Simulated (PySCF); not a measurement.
PS (doublet)

```xyz
2

P     0.0000    0.0000   -0.9681
S     0.0000    0.0000    0.9379
```

The calculation used PBE0/cc-pVDZ(-PP), non-relativistic Hamiltonian with scalar-relativistic core potentials where named, at a bond length of 1.906 Å in PySCF 2.14.0.

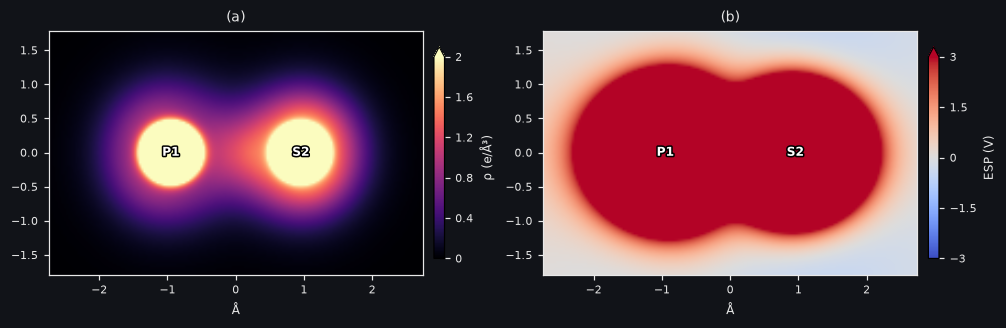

Figure 1. (a) electron density; (b) electrostatic potential on a plane that holds the molecular axis.

Interpret the plot.

Answer.
- The section cuts through P and S sites.
- P–S (1.91 Å): ρ is about 1.2 e/Å³ halfway.
- Outside the dense part of the molecule the potential is most negative (−0.4 V) near S2.

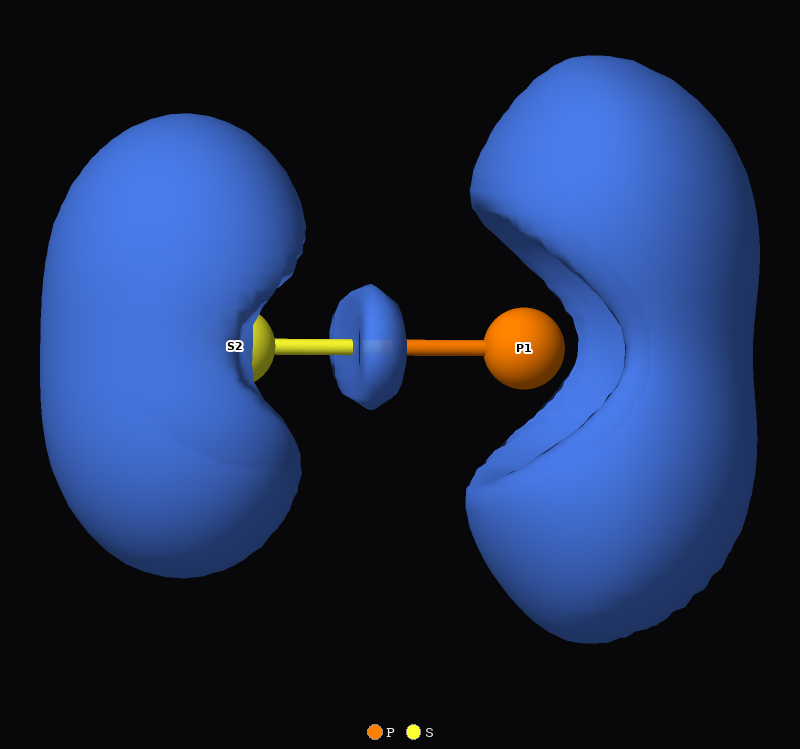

Figure 2. Isosurface of the ELF at 0.8 (blue), seen from one side. Only the valence region is drawn (cores and ρ < 0.01 e/Å³ removed).

What do the ELF domains correspond to?

Answer. The ELF exceeds this value in one region between bonded P–S atoms (shared pairs), one ring or bowl of non-bonding electrons around S and one lobe on P, pointing away from the bonds (non-bonding electrons). Along the contacts the grid gives the following. P–S (1.91 Å): the ELF peaks at about 0.85 between the atoms, as expected for a covalent bond.

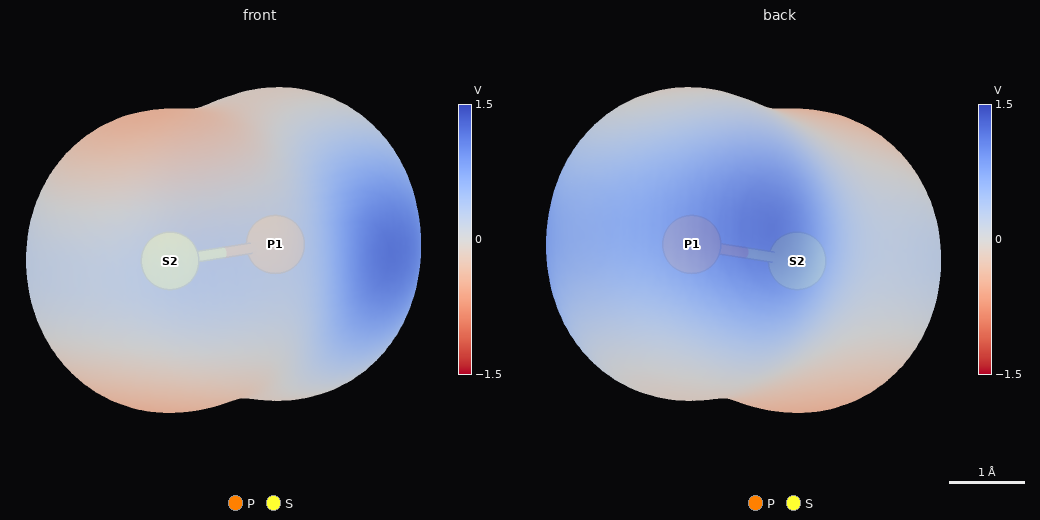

Figure 3. The molecular electrostatic potential painted on the density surface at 0.002 e/bohr³, seen from the front and from behind; red is negative and blue positive.

Which sites attract a positive test charge, and which a negative one?

Answer. A positive charge is drawn to the negative regions and a negative charge to the positive ones. The most negative region (about −0.5 V, or −12 kcal/mol for a unit charge) lies over S2, the most positive (about +1.2 V, or +28 kcal/mol for a unit charge) over P1.
